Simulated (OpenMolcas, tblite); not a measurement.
A ladder of methods for C2H7BO (SMILES CCBO)

The species is C2H7BO (11 atoms), meant as a singlet with charge 0. As SMILES, `CCBO`. The shape is that of a PBE0-D4/def2-TZVP optimisation. This is one conformer, not always the lowest.

Each level gives the HOMO–LUMO gap (eV). The values are calculated.

```
          level            kind     program  value (eV)
      IPEA1-xTB  semi-empirical      tblite        5.77
    HF/def2-SVP    Hartree–Fock  OpenMolcas       15.83
 SVWN5/def2-SVP             LDA  OpenMolcas        5.84
revPBE/def2-SVP             GGA  OpenMolcas        6.12
 M06-L/def2-SVP        meta-GGA  OpenMolcas        6.90
  TPSS/def2-SVP        meta-GGA  OpenMolcas        6.42
 BHLYP/def2-SVP   global hybrid  OpenMolcas       11.04
B2PLYP/def2-SVP   double hybrid  OpenMolcas       11.33
```

The values span 5.77 to 15.83 eV. Orbital gaps aren't excitation energies, and those of double hybrids come from the SCF part alone; they tend to grow with the share of exact exchange.

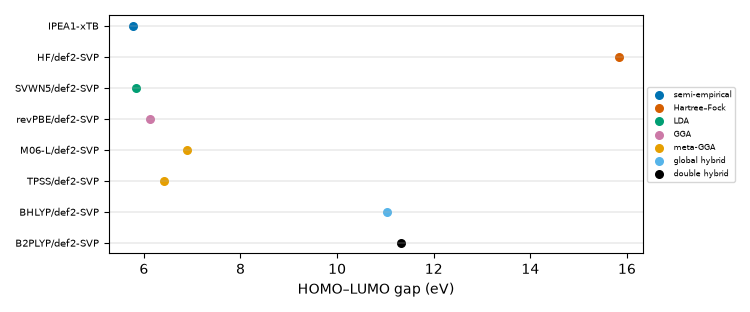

The values of the table, level by level.
